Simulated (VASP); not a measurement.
Band structure of PbI₂ (space group P6_3mc). These are PBEsol GGA with spin-orbit coupling, VASP's PBE PAW potentials (set 64) (plane waves; VASP) values and carry that method's errors.

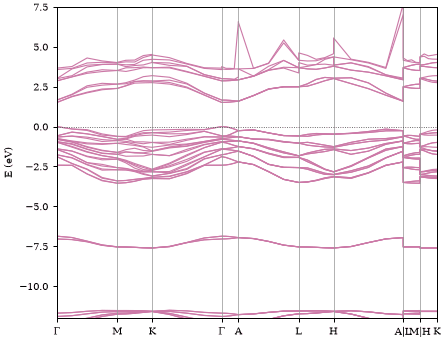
*Bands along high-symmetry lines, zero at the valence-band maximum or, without a gap, the Fermi level*

Question: Read the plot: is there a gap, and where are the band edges?

Answer: The gap is direct, 1.51 eV, from the valence maximum at Γ to the conduction minimum at Γ.

The structure comes from a computed database's PbI2 entry (P6_3mc); how it stands against other phases isn't given here. It was relaxed first, which changed the volume by -6 %.
